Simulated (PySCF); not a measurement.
C8H8OSSi, SMILES c1coc(c1)[SiH2]c1cccs1, singlet, GFN2-xTB optimised geometry. Atoms within 1.6 Å of the plane z = 1.5 Å (x, y, z in Å): C1 (0.79, -3.14, 0.00), C2 (2.15, -3.14, 0.00), O3 (2.63, -1.89, 0.00), C4 (1.56, -1.05, 0.00), Si5 (1.93, 0.79, 0.00), C6 (0.30, 1.70, -0.10), C7 (-0.16, 2.71, 0.69), C8 (-1.43, 3.21, 0.32), C11 (0.41, -1.79, 0.00), H12 (0.14, -4.00, 0.00), H13 (2.87, -3.94, 0.00), H15 (2.59, 1.19, 1.24), H16 (0.41, 3.09, 1.53), H17 (-1.94, 4.00, 0.84), H19 (-0.59, -1.40, 0.00).

Level of theory: PBE/def2-SVP run with PySCF.

Map of the deformation density (molecule minus spherical neutral atoms) (e/bohr³) on the plane z = 1.5 Å:

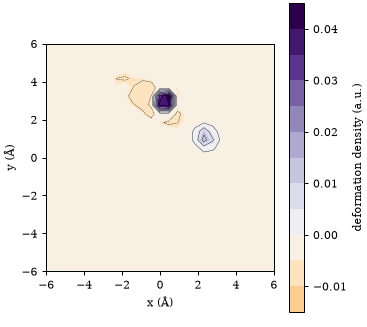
Deformation density (molecule minus spherical neutral atoms) (e/bohr³) on the plane z = 1.5 Å.
